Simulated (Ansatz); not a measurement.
Geometry relaxation of Si$_{10}$CO$_{24}$ (charge +2) (part 5 of 5)

Continued. System: Si$_{10}$CO$_{24}$ (defect cell, 35 atoms in the cell, total charge +2). Method: DFT PBE, scalar-relativistic, plane waves, PAW, PAW set soft_1, no spin polarisation (Ansatz 0.2.0); cutoff 420 eV, 2×2×1 k-mesh, Gaussian smearing of 0.05 eV. The structure derives from an entry of the Crystallography Open Database. It belongs to a series of runs on one base structure; here: end point B relaxed.

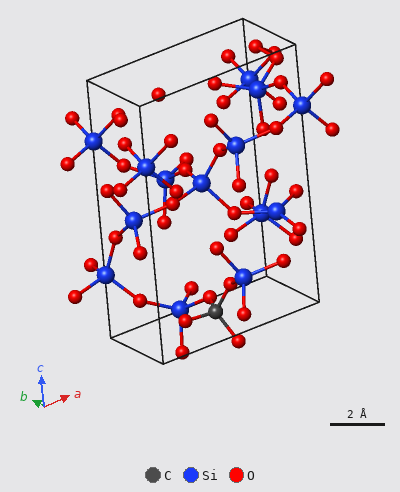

Fig. 1: The geometry at step 26 of the log (ball-and-stick view of the cell of the calculation, seen slightly off an axis; bonded neighbours outside the cell are drawn too).

Trajectory as extended XYZ, continued:
```
35
Lattice="-2.4585 4.2582 5.4100 4.9170 0.0000 5.4100 4.9170 8.5165 0.0000" Properties=species:S:1:pos:R:3:forces:R:3 step=22 energy=-20253.77165
C     6.2983   10.9509    5.4988    0.2259  -0.0247  -0.1158
Si    3.5541    1.9362    7.1845    0.0628   0.0019  -0.0016
Si    1.1011    2.0990   -0.1347   -0.0034  -0.0289   0.0638
O     6.8398   10.2139    4.5153   -0.1295   0.1008   0.1397
O    -0.1926    1.6550    0.7046    0.0166  -0.0056   0.0054
O     0.5390    3.5482    8.6430    0.0060  -0.0125   0.0234
O     0.9348    3.6306    4.9175   -0.0620  -0.0078  -0.0546
O    -0.0917    6.4680    6.3408   -0.0435   0.0105  -0.0241
O     4.0267    2.8403    8.4458    0.0027  -0.0264   0.0245
Si    4.9841    4.4253    3.5286   -0.0199   0.0424  -0.0249
Si    6.2197    6.2045    7.3760    0.0229   0.0725  -0.0160
Si    3.7271    6.5349    0.0207   -0.0286  -0.0046   0.0150
O     4.0493    5.5476    4.2028    0.0390  -0.0073   0.0032
O     2.7645    6.1325    1.2342    0.0117  -0.0171  -0.0142
O     3.5002    9.3613    7.8237    0.0062  -0.0250  -0.0137
O     3.2824    8.0242    4.8779    0.0301  -0.0392  -0.0388
O     2.7259   11.2402    6.0079    0.0138   0.0030   0.0074
O     6.2768    7.2083    8.6588   -0.0110  -0.0273   0.0452
Si   -0.0255    4.0682    3.6189    0.0017   0.0846  -0.0657
Si    1.3298    6.6979    6.9282   -0.0065   0.0003   0.0668
Si    3.8349    6.5871    5.4163   -0.0603   0.0147  -0.0564
O     3.8856    5.2115    9.5960    0.0196   0.0031  -0.0168
O     2.6029    5.9592    6.3658    0.0135   0.0265  -0.0242
O     0.9227    4.7042    2.4626   -0.0104  -0.0743   0.0102
O     5.8300    3.5607    4.5968    0.0703   0.0218  -0.0365
O     5.1474    6.7825    6.3082    0.0090   0.0275   0.0407
O     3.9337    3.4206    2.7320   -0.0464  -0.0225  -0.0020
Si    2.2805    8.4812    3.6591    0.0656  -0.0011  -0.0126
Si    3.9151   10.6437    6.9421    0.0597   0.0197   0.0331
O     6.2653    9.6695    9.6962   -0.0144  -0.0208  -0.0287
O     5.2734   10.2561    6.1389   -0.0802  -0.1330   0.0169
O     3.0562    9.0134    2.3344   -0.0519   0.0030   0.0247
O     7.7435    7.8252    4.6000   -0.0339   0.0464  -0.0465
O     2.3387    2.8108    6.4496   -0.0674  -0.0313   0.0725
O     6.6564    7.7162    2.6419   -0.0077   0.0307   0.0007
35
Lattice="-2.4585 4.2582 5.4100 4.9170 0.0000 5.4100 4.9170 8.5165 0.0000" Properties=species:S:1:pos:R:3:forces:R:3 step=24 energy=-20253.78114
C     6.3078   10.9491    5.5323   -0.3661   0.0702  -0.2311
Si    3.5279    1.9565    7.1650    0.2162  -0.0864   0.1960
Si    1.1030    2.0956   -0.1309   -0.0014   0.0401  -0.0650
O     6.8673   10.2099    4.5691    0.0540  -0.0537  -0.0134
O    -0.2350    1.7021    0.6602   -0.0021   0.0340   0.0052
O     0.5001    3.5397    8.6545   -0.0078  -0.0526  -0.0643
O     0.9517    3.6079    4.8954    0.0372   0.2090  -0.1483
O    -0.1251    6.4664    6.3826    0.0729  -0.0237   0.0861
O     4.0330    2.8033    8.4588   -0.0515  -0.0074  -0.0818
Si    5.0055    4.4185    3.5378   -0.0700   0.0061  -0.0330
Si    6.2302    6.1923    7.3910   -0.0902   0.0527  -0.0078
Si    3.7144    6.4988    0.0108    0.0351   0.0294  -0.0461
O     4.1236    5.5486    4.2587   -0.0027  -0.0130   0.0556
O     2.7547    6.0681    1.2164   -0.0173  -0.0062  -0.0080
O     3.4697    9.3420    7.7821   -0.0205  -0.0177   0.0211
O     3.4283    8.0764    4.7796   -0.0722  -0.0522  -0.0012
O     2.6968   11.2460    6.0042    0.0079  -0.0041   0.0106
O     6.3578    7.1521    8.7025    0.0414   0.0461  -0.0033
Si   -0.0317    4.0506    3.6097    0.0399  -0.0770   0.1138
Si    1.3001    6.7343    6.9554   -0.0418  -0.0325  -0.0305
Si    3.8765    6.6463    5.4145    0.0253   0.0406  -0.0539
O     3.8950    5.1897    9.6185    0.0088  -0.0266   0.0282
O     2.5808    6.0795    6.3176    0.0168   0.0736  -0.0307
O     0.8940    4.6873    2.4404    0.0115   0.0075  -0.0235
O     5.9023    3.5470    4.5580    0.0191  -0.0258  -0.0112
O     5.1469    6.8427    6.3736   -0.0047  -0.0590   0.0533
O     3.9004    3.4161    2.7946    0.0382   0.0136   0.0106
Si    2.3299    8.4753    3.6280    0.0336  -0.1012   0.0794
Si    3.8922   10.6452    6.9321    0.0230  -0.0186  -0.0093
O     6.2870    9.6317    9.6888   -0.0211   0.0545   0.0537
O     5.2383   10.2588    6.1137    0.1296  -0.0515   0.1389
O     3.0123    9.0179    2.2611    0.0159   0.0081  -0.0273
O     7.6888    7.7759    4.6047    0.0078   0.0525   0.0347
O     2.2835    2.8446    6.5150   -0.0785  -0.0385   0.0239
O     6.6219    7.7128    2.6374    0.0134   0.0089  -0.0199
35
Lattice="-2.4585 4.2582 5.4100 4.9170 0.0000 5.4100 4.9170 8.5165 0.0000" Properties=species:S:1:pos:R:3:forces:R:3 step=25 energy=-20253.79193
C     6.2971   10.9424    5.5081   -0.0743   0.0287   0.0045
Si    3.5351    1.9478    7.1698    0.0055  -0.0139   0.0356
Si    1.1065    2.0964   -0.1292   -0.0129   0.0327  -0.0384
O     6.8564   10.2089    4.5404   -0.0224  -0.0002   0.0083
O    -0.2234    1.6908    0.6708   -0.0103   0.0274  -0.0014
O     0.5166    3.5331    8.6434    0.0260   0.0066  -0.0273
O     0.9508    3.6148    4.8873    0.0194  -0.0309   0.0196
O    -0.1177    6.4638    6.3817   -0.0147  -0.0284   0.0211
O     4.0295    2.8123    8.4533   -0.0427   0.0206  -0.0484
Si    4.9993    4.4191    3.5405   -0.0279  -0.0061  -0.0065
Si    6.2248    6.2030    7.3909    0.0118   0.0004  -0.0103
Si    3.7179    6.5159    0.0133    0.0082   0.0063   0.0073
O     4.1098    5.5493    4.2540    0.0125  -0.0010   0.0342
O     2.7536    6.0922    1.2192   -0.0176   0.0194  -0.0096
O     3.4735    9.3388    7.7909   -0.0055   0.0171   0.0033
O     3.3944    8.0696    4.8071   -0.0244  -0.0291  -0.0131
O     2.7074   11.2427    6.0068   -0.0134   0.0050   0.0042
O     6.3378    7.1654    8.7024    0.0278   0.0143  -0.0140
Si   -0.0313    4.0568    3.6054   -0.0049  -0.0346   0.0349
Si    1.3046    6.7235    6.9599    0.0166  -0.0043  -0.0054
Si    3.8670    6.6384    5.4188    0.0078   0.0052  -0.0359
O     3.8952    5.1954    9.6143    0.0003  -0.0045   0.0209
O     2.5858    6.0595    6.3320   -0.0117   0.0343  -0.0057
O     0.8972    4.6948    2.4384    0.0096   0.0115  -0.0177
O     5.8926    3.5503    4.5673    0.0118  -0.0240   0.0009
O     5.1434    6.8379    6.3666   -0.0225   0.0001   0.0160
O     3.9033    3.4143    2.7919    0.0157   0.0058   0.0098
Si    2.3175    8.4784    3.6412    0.0095   0.0091   0.0103
Si    3.9002   10.6356    6.9334   -0.0012   0.0011  -0.0244
O     6.2806    9.6474    9.6924    0.0164  -0.0289  -0.0147
O     5.2463   10.2434    6.1162    0.0460   0.0216  -0.0452
O     3.0246    9.0129    2.2806   -0.0117  -0.0048   0.0257
O     7.7137    7.8032    4.5968   -0.0196  -0.0046   0.0035
O     2.2836    2.8223    6.4962    0.0866  -0.0367   0.0308
O     6.6362    7.7087    2.6312    0.0106  -0.0123   0.0222
35
Lattice="-2.4585 4.2582 5.4100 4.9170 0.0000 5.4100 4.9170 8.5165 0.0000" Properties=species:S:1:pos:R:3:forces:R:3 step=26 energy=-20253.79387
C     6.2965   10.9415    5.5091   -0.0143  -0.0022  -0.0098
Si    3.5368    1.9458    7.1713   -0.0014  -0.0263   0.0115
Si    1.1074    2.0971   -0.1290    0.0031   0.0135  -0.0148
O     6.8525   10.2053    4.5404    0.0010   0.0062   0.0094
O    -0.2238    1.6946    0.6696   -0.0099   0.0196  -0.0039
O     0.5204    3.5336    8.6371   -0.0388   0.0020   0.0072
O     0.9570    3.6131    4.8854    0.0070   0.0010   0.0108
O    -0.1208    6.4625    6.3872   -0.0114  -0.0172   0.0198
O     4.0287    2.8116    8.4538   -0.0186   0.0322  -0.0103
Si    4.9998    4.4186    3.5423   -0.0102   0.0054  -0.0188
Si    6.2235    6.2042    7.3911    0.0178  -0.0100   0.0019
Si    3.7165    6.5166    0.0103   -0.0158  -0.0014  -0.0069
O     4.1126    5.5458    4.2624    0.0171  -0.0084   0.0197
O     2.7495    6.0935    1.2143   -0.0136   0.0122  -0.0116
O     3.4671    9.3414    7.7880   -0.0094   0.0092   0.0064
O     3.3999    8.0698    4.8036   -0.0055  -0.0039  -0.0012
O     2.7037   11.2465    6.0057    0.0157  -0.0011   0.0113
O     6.3433    7.1634    8.7039    0.0098   0.0001  -0.0110
Si   -0.0304    4.0547    3.6072    0.0076  -0.0038  -0.0037
Si    1.3016    6.7254    6.9638   -0.0023   0.0075   0.0013
Si    3.8674    6.6406    5.4202    0.0068  -0.0053  -0.0183
O     3.8970    5.1918    9.6200    0.0057  -0.0128   0.0088
O     2.5819    6.0679    6.3299   -0.0041   0.0097  -0.0021
O     0.8944    4.6958    2.4374   -0.0016  -0.0053   0.0068
O     5.8994    3.5488    4.5631    0.0096  -0.0132  -0.0014
O     5.1388    6.8429    6.3734   -0.0121   0.0046   0.0152
O     3.9018    3.4124    2.7990    0.0061  -0.0005  -0.0041
Si    2.3209    8.4773    3.6415   -0.0082   0.0107  -0.0056
Si    3.8972   10.6370    6.9299   -0.0052   0.0018   0.0025
O     6.2830    9.6452    9.6921    0.0084  -0.0083   0.0000
O     5.2436   10.2455    6.1125    0.0187   0.0084  -0.0051
O     3.0260    9.0105    2.2801    0.0087   0.0088   0.0058
O     7.7129    7.8023    4.5905    0.0242  -0.0124   0.0176
O     2.2860    2.8183    6.4977   -0.0025  -0.0209  -0.0131
O     6.6381    7.7074    2.6287    0.0174  -0.0004  -0.0145
35
Lattice="-2.4585 4.2582 5.4100 4.9170 0.0000 5.4100 4.9170 8.5165 0.0000" Properties=species:S:1:pos:R:3:forces:R:3 step=27 energy=-20253.79410
C     6.2861   10.9426    5.5065    0.0840  -0.0507  -0.0066
Si    3.5256    1.9510    7.1653    0.0634  -0.0231   0.0511
Si    1.1061    2.0967   -0.1270    0.0063   0.0119  -0.0248
O     6.8451   10.2054    4.5396    0.0413   0.0022  -0.0239
O    -0.2356    1.7099    0.6606   -0.0164   0.0056   0.0079
O     0.5238    3.5274    8.6373   -0.0199   0.0183  -0.0036
O     0.9527    3.6132    4.8868   -0.0251   0.0133  -0.0018
O    -0.1292    6.4610    6.3978   -0.0127  -0.0139   0.0194
O     4.0188    2.8138    8.4513   -0.0201   0.0059  -0.0227
Si    5.0083    4.4198    3.5436   -0.0474  -0.0391   0.0018
Si    6.2250    6.1989    7.3955    0.0144  -0.0137   0.0072
Si    3.7165    6.5124    0.0090   -0.0058  -0.0370   0.0033
O     4.1276    5.5425    4.2765    0.0060  -0.0057  -0.0011
O     2.7447    6.0846    1.2078   -0.0016   0.0085  -0.0167
O     3.4703    9.3450    7.7889    0.0104   0.0149  -0.0090
O     3.4219    8.0739    4.7933   -0.0034   0.0054  -0.0044
O     2.7009   11.2468    6.0080    0.0214   0.0041   0.0220
O     6.3615    7.1548    8.7079    0.0078   0.0216   0.0237
Si   -0.0331    4.0492    3.6102   -0.0631   0.0784  -0.0713
Si    1.2967    6.7350    6.9618    0.0014  -0.0026   0.0250
Si    3.8729    6.6458    5.4229    0.0103  -0.0168  -0.0025
O     3.8962    5.1858    9.6288    0.0085  -0.0133  -0.0015
O     2.5747    6.0825    6.3195   -0.0136   0.0081  -0.0108
O     0.8931    4.6913    2.4419    0.0007  -0.0004  -0.0006
O     5.9110    3.5451    4.5571    0.0166  -0.0023  -0.0175
O     5.1319    6.8458    6.3927   -0.0027   0.0135   0.0079
O     3.9042    3.4198    2.7981    0.0104   0.0075   0.0069
Si    2.3329    8.4749    3.6391   -0.0360   0.0136  -0.0139
Si    3.8983   10.6389    6.9286   -0.0729  -0.0008   0.0105
O     6.2909    9.6374    9.6948    0.0130  -0.0038  -0.0003
O     5.2379   10.2412    6.1041   -0.0360   0.0096   0.0230
O     3.0238    9.0116    2.2718    0.0070   0.0091   0.0049
O     7.7130    7.7952    4.5907    0.0014  -0.0081   0.0065
O     2.2718    2.8205    6.4976    0.0382  -0.0214   0.0262
O     6.6435    7.7092    2.6249    0.0142   0.0015  -0.0144
35
Lattice="-2.4585 4.2582 5.4100 4.9170 0.0000 5.4100 4.9170 8.5165 0.0000" Properties=species:S:1:pos:R:3:forces:R:3 step=29 energy=-20253.79322 accepted=F
C     6.2877   10.9106    5.5013   -0.1623   0.1120   0.1399
Si    3.5298    1.9451    7.1568    0.0024   0.0748   0.0469
Si    1.1196    2.0981   -0.1253   -0.0470  -0.0165  -0.0245
O     6.8381   10.1506    4.5553    0.0999  -0.0307  -0.1961
O    -0.2404    1.7294    0.6400    0.0171  -0.0125  -0.0250
O     0.5087    3.5301    8.6217    0.0115   0.0597   0.0529
O     0.9816    3.5795    4.8509    0.0136   0.0083  -0.0524
O    -0.1449    6.4559    6.4314    0.0112   0.0179  -0.0045
O     4.0096    2.8239    8.4369    0.0017  -0.0084  -0.0246
Si    5.0109    4.4181    3.5578    0.0441   0.0011   0.0071
Si    6.2272    6.2057    7.3991   -0.0296  -0.0330   0.0325
Si    3.7077    6.5111   -0.0049    0.0689   0.0007  -0.0214
O     4.1492    5.5308    4.3241   -0.0150   0.0151   0.0148
O     2.7275    6.0777    1.1829    0.0066  -0.0130   0.0112
O     3.4436    9.3622    7.7915    0.0034  -0.0194   0.0008
O     3.4511    8.0855    4.7845    0.0136  -0.0134   0.0077
O     2.6811   11.2603    6.0086   -0.0217  -0.0018  -0.0238
O     6.3913    7.1456    8.7195    0.0072  -0.0107  -0.0019
Si   -0.0252    4.0458    3.5991   -0.0411  -0.0532  -0.0126
Si    1.2840    6.7502    6.9805    0.0197  -0.0317   0.0159
Si    3.8803    6.6628    5.4380   -0.0355  -0.0119   0.0070
O     3.9178    5.1760    9.6454    0.0169   0.0175   0.0345
O     2.5591    6.1205    6.3134   -0.0179  -0.0089   0.0129
O     0.8932    4.6936    2.4297    0.0031   0.0290  -0.0021
O     5.9485    3.5378    4.5371   -0.0176  -0.0098  -0.0052
O     5.1171    6.8775    6.4327    0.0076   0.0045  -0.0034
O     3.8939    3.4221    2.8268    0.0034   0.0012   0.0056
Si    2.3536    8.4741    3.6372   -0.0069   0.0356  -0.0153
Si    3.8765   10.6513    6.9289    0.0749  -0.0138  -0.0841
O     6.3070    9.6380    9.6826   -0.0039  -0.0119   0.0084
O     5.2149   10.2484    6.1010   -0.1468  -0.0541   0.0494
O     3.0477    9.0022    2.2685   -0.0027  -0.0164  -0.0185
O     7.6953    7.7838    4.5771   -0.0387  -0.0082  -0.0339
O     2.2570    2.7928    6.4975    0.1353   0.0214   0.0925
O     6.6300    7.7316    2.6058    0.0244  -0.0199   0.0095
35
Lattice="-2.4585 4.2582 5.4100 4.9170 0.0000 5.4100 4.9170 8.5165 0.0000" Properties=species:S:1:pos:R:3:forces:R:3 step=30 energy=-20253.79708
C     6.2873   10.9264    5.5038   -0.0092   0.0197   0.0288
Si    3.5294    1.9484    7.1624   -0.0002   0.0105   0.0057
Si    1.1146    2.0988   -0.1250   -0.0072  -0.0041   0.0051
O     6.8484   10.1825    4.5442   -0.0014  -0.0066  -0.0127
O    -0.2385    1.7250    0.6488   -0.0013  -0.0025  -0.0107
O     0.5145    3.5370    8.6272   -0.0192  -0.0046   0.0024
O     0.9696    3.5967    4.8659    0.0051  -0.0043  -0.0055
O    -0.1403    6.4562    6.4226   -0.0041   0.0079  -0.0022
O     4.0121    2.8201    8.4446   -0.0035  -0.0020  -0.0015
Si    5.0114    4.4175    3.5527    0.0074   0.0026   0.0039
Si    6.2262    6.2017    7.3982   -0.0024  -0.0010  -0.0005
Si    3.7104    6.5095   -0.0019    0.0132   0.0021   0.0070
O     4.1425    5.5326    4.3091   -0.0016   0.0020   0.0033
O     2.7334    6.0782    1.1908   -0.0028  -0.0031   0.0030
O     3.4514    9.3540    7.7866   -0.0032  -0.0020   0.0048
O     3.4436    8.0799    4.7849   -0.0011  -0.0042   0.0029
O     2.6879   11.2549    6.0051   -0.0044  -0.0023  -0.0048
O     6.3831    7.1464    8.7161    0.0029  -0.0003   0.0000
Si   -0.0310    4.0486    3.6035   -0.0125  -0.0063  -0.0080
Si    1.2873    6.7408    6.9793   -0.0007   0.0022   0.0071
Si    3.8768    6.6555    5.4334   -0.0069  -0.0016  -0.0014
O     3.9082    5.1802    9.6411    0.0065   0.0014   0.0063
O     2.5627    6.1078    6.3158    0.0043  -0.0126  -0.0026
O     0.8901    4.6925    2.4338    0.0035   0.0012   0.0000
O     5.9391    3.5405    4.5432   -0.0013   0.0014  -0.0042
O     5.1211    6.8659    6.4203    0.0029   0.0051   0.0008
O     3.8982    3.4170    2.8222    0.0016  -0.0013  -0.0055
Si    2.3471    8.4733    3.6367    0.0002   0.0059  -0.0065
Si    3.8842   10.6448    6.9246    0.0133   0.0018  -0.0060
O     6.3006    9.6343    9.6870    0.0003   0.0015  -0.0050
O     5.2224   10.2443    6.0980   -0.0022  -0.0073  -0.0091
O     3.0384    9.0059    2.2680    0.0015  -0.0079   0.0020
O     7.6962    7.7844    4.5809    0.0023   0.0066  -0.0061
O     2.2638    2.8050    6.5008    0.0046  -0.0005   0.0149
O     6.6377    7.7220    2.6082    0.0157   0.0029  -0.0058
```
